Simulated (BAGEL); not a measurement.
# UHF/STO-3G (density fitting with qzvpp-jkfit) run of CH4ClSi (SMILES [SiH2]CCl)

Aim: the vertical electron affinity of CH4ClSi at UHF/STO-3G (density fitting with qzvpp-jkfit), from 2 runs. 

The results are computed with BAGEL 1.2.2.

## 1. Starting point

CH4ClSi: 7 atoms, total charge 0, spin state doublet. As SMILES, `[SiH2]CCl`. The coordinates come from a GFN2-xTB relaxation. This is one conformer, not always the lowest.

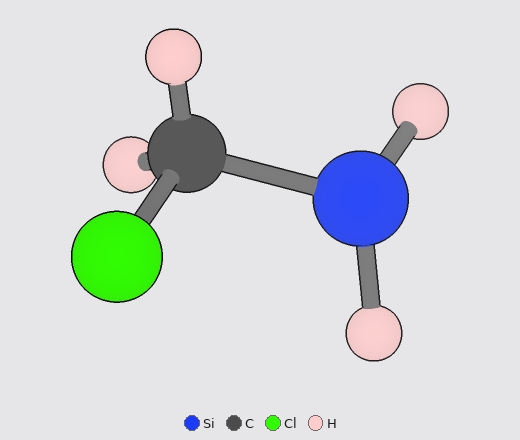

The structure, seen from a chosen angle (silicon blue, carbon dark grey, chlorine green, hydrogen pink).

## 2. The energy at UHF/STO-3G (density fitting with qzvpp-jkfit)

The input, job.json:

```json
{ "bagel": [

{
  "title": "molecule",
  "basis": "sto-3g",
  "df_basis": "qzvpp-jkfit",
  "angstrom": "true",
  "geometry": [
    { "atom": "Si", "xyz": [      -0.545550,       0.186730,      -1.006000 ] },
    { "atom": "C", "xyz": [       0.561640,      -0.080140,       0.523650 ] },
    { "atom": "Cl", "xyz": [       0.748560,      -1.837440,       0.815800 ] },
    { "atom": "H", "xyz": [      -1.797100,      -0.541410,      -0.881770 ] },
    { "atom": "H", "xyz": [      -0.656700,       1.611140,      -1.294190 ] },
    { "atom": "H", "xyz": [       1.563960,       0.327040,       0.409970 ] },
    { "atom": "H", "xyz": [       0.125200,       0.334090,       1.432550 ] }
  ]
},

{ "title": "uhf", "nopen": 1 },

{ "title": "print", "file": "orbitals.molden", "orbitals": "true" }

]}
```

On the command line:

```bash
$ BAGEL_NUM_THREADS=1 BAGEL job.json > job.out
```

Output:

```text
* using 1 threads per process

  ===============================================================
  ===============================================================

  *** Geometry ***

  { "atom" : "Si", "xyz" : [     -1.030940,      0.352869,     -1.901064 ] },
  { "atom" : "C", "xyz" : [      1.061346,     -0.151443,      0.989555 ] },
  { "atom" : "Cl", "xyz" : [      1.414573,     -3.472258,      1.541639 ] },
  { "atom" : "H", "xyz" : [     -3.396027,     -1.023117,     -1.666304 ] },
  { "atom" : "H", "xyz" : [     -1.240983,      3.044613,     -2.445665 ] },
  { "atom" : "H", "xyz" : [      2.955456,      0.618016,      0.774731 ] },
  { "atom" : "H", "xyz" : [      0.236594,      0.631339,      2.707127 ] },

  Number of auxiliary basis functions:      403

  Since a DF basis is specified, we compute 2- and 3-index integrals:
    o Being stored without compression. Storage requirement is 0.002 GB

  Number of basis functions:       27
  Number of electrons      :       41

    * METHOD: MOLECULE                             0.11

  *** Open-shell HF ***

  === Nuclear Repulsion ===
   132.9988306488

      * DIIS with orbital gradients will be used.

  === UHF iteration (sto-3g) ===
      0       -779.81381407          0.02412604           0.03
      1       -779.86138442          0.00849563           0.03
      2       -779.86633213          0.00275345           0.03
      3       -779.86699787          0.00072208           0.02
      4       -779.86718083          0.00010795           0.03
      5       -779.86722433          0.00003091           0.03
      6       -779.86723462          0.00000955           0.02
      7       -779.86723596          0.00000364           0.02
      8       -779.86723612          0.00000057           0.02
      9       -779.86723614          0.00000025           0.02
     10       -779.86723614          0.00000017           0.02
     11       -779.86723615          0.00000009           0.03
     12       -779.86723615          0.00000003           0.03
     13       -779.86723615          0.00000002           0.02
     14       -779.86723615          0.00000001           0.02
     15       -779.86723615          0.00000000           0.03
    * SCF iteration converged.

    * S^2 (UHF) is 0.7527

    * Permanent dipole moment:
           (    0.177829,    -0.902789,     0.479994) a.u.

    * METHOD: UHF                                  0.47

    * METHOD: PRINT                                0.00

  ===============================================================
```

Run time: 0.7 s. Hardware: 1 thread of Arm Neoverse V1, shared host; peak memory 0.083 GiB.

## 3. The singlet anion at the same level

The input, calc.json:

```json
{ "bagel" : [

{
  "title" : "molecule",
  "basis" : "sto-3g",
  "df_basis" : "qzvpp-jkfit",
  "angstrom" : "true",
  "geometry" : [
    { "atom" : "Si", "xyz" : [      -0.545550,       0.186730,      -1.006000 ] },
    { "atom" : "C", "xyz" : [       0.561640,      -0.080140,       0.523650 ] },
    { "atom" : "Cl", "xyz" : [       0.748560,      -1.837440,       0.815800 ] },
    { "atom" : "H", "xyz" : [      -1.797100,      -0.541410,      -0.881770 ] },
    { "atom" : "H", "xyz" : [      -0.656700,       1.611140,      -1.294190 ] },
    { "atom" : "H", "xyz" : [       1.563960,       0.327040,       0.409970 ] },
    { "atom" : "H", "xyz" : [       0.125200,       0.334090,       1.432550 ] }
  ]
},

{
  "title" : "hf",
  "charge" : -1
},

{
  "title" : "print",
  "file" : "orbitals.molden",
  "orbitals" : "true"
}

]}
```

On the command line:

```bash
$ BAGEL_NUM_THREADS=1 BAGEL calc.json > calc.out
```

Output:

```text
* using 1 threads per process

  ===============================================================
  ===============================================================

  *** Geometry ***

  { "atom" : "Si", "xyz" : [     -1.030940,      0.352869,     -1.901064 ] },
  { "atom" : "C", "xyz" : [      1.061346,     -0.151443,      0.989555 ] },
  { "atom" : "Cl", "xyz" : [      1.414573,     -3.472258,      1.541639 ] },
  { "atom" : "H", "xyz" : [     -3.396027,     -1.023117,     -1.666304 ] },
  { "atom" : "H", "xyz" : [     -1.240983,      3.044613,     -2.445665 ] },
  { "atom" : "H", "xyz" : [      2.955456,      0.618016,      0.774731 ] },
  { "atom" : "H", "xyz" : [      0.236594,      0.631339,      2.707127 ] },

  Number of auxiliary basis functions:      403

  Since a DF basis is specified, we compute 2- and 3-index integrals:
    o Being stored without compression. Storage requirement is 0.002 GB

  Number of basis functions:       27
  Number of electrons      :       41

    * METHOD: MOLECULE                             0.11

  *** RHF ***

  === Nuclear Repulsion ===
   132.9988306488

      * DIIS with orbital gradients will be used.

  === RHF iteration (sto-3g) ===
      0       -779.62097082          0.01157487           0.01
      1       -779.66145963          0.00356861           0.01
      2       -779.66492166          0.00086152           0.01
      3       -779.66538118          0.00015595           0.01
      4       -779.66541051          0.00004249           0.01
      5       -779.66541324          0.00000887           0.01
      6       -779.66541336          0.00000197           0.01
      7       -779.66541336          0.00000040           0.01
      8       -779.66541336          0.00000010           0.01
      9       -779.66541336          0.00000004           0.01
     10       -779.66541336          0.00000001           0.01
    * SCF iteration converged.

    * Permanent dipole moment:
           (   -0.681941,     0.240591,    -1.615431) a.u.

    * METHOD: HF                                   0.21

    * METHOD: PRINT                                0.00

  ===============================================================
```

It took 0.44 s on 1 thread of Arm Neoverse V1, shared host; peak memory 0.083 GiB.

## 4. Results

Level: UHF/STO-3G (density fitting with qzvpp-jkfit).

| quantity | value |
| --- | --- |
| doublet CH4ClSi: total energy | -779.86724 Eh |
| doublet CH4ClSi: dipole moment | 2.64 D |
| doublet CH4ClSi: ⟨S²⟩ | 0.753 |
| singlet anion: total energy | -779.66541 Eh |
| singlet anion: HOMO energy | 4.79 eV |
| singlet anion: LUMO energy | 16.65 eV |
| singlet anion: HOMO–LUMO gap (to an unbound level, set by the basis) | 11.86 eV |
| vertical electron affinity (to the singlet anion) | -5.492 eV |

In words: The anion lies 5.49 eV (127 kcal/mol) above the neutral: the electron isn't bound at this level, and such a value depends on the basis. Without diffuse functions anions come out too high. Hartree–Fock misses the correlation that binds many anions. In a minimal basis such a difference can be off by several eV, whatever the method. The HOMO (singlet anion) lies at positive energy, 4.79 eV: the electron is unbound at this level or held by a compact basis; values depend on the basis.
